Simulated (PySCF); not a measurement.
C4H6S, SMILES C#CCCS at its GFN2-xTB optimised geometry (Å):

```
11

C      1.6186    -0.6767     0.0140
C      0.4235    -0.7371     0.0000
C     -1.0256    -0.7371     0.0000
C     -1.5812     0.6852     0.0000
S     -1.2379     1.5635     1.5661
H      2.6673    -0.6567     0.0173
H     -1.3829    -1.2597    -0.8927
H     -1.3855    -1.2730     0.8829
H     -1.1605     1.2730    -0.8165
H     -2.6673     0.6745    -0.0846
H      0.0820     1.3965     1.5156
```

Calculation: PBE/def2-TZVP (PySCF).

Map of the Laplacian of the electron density (e/bohr⁵) on the plane z = 0.6 Å:

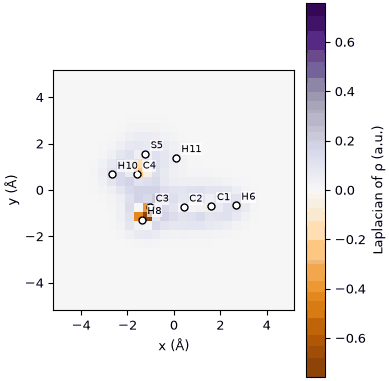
Fig. 1. Laplacian of the electron density (e/bohr⁵) on the plane z = 0.6 Å.
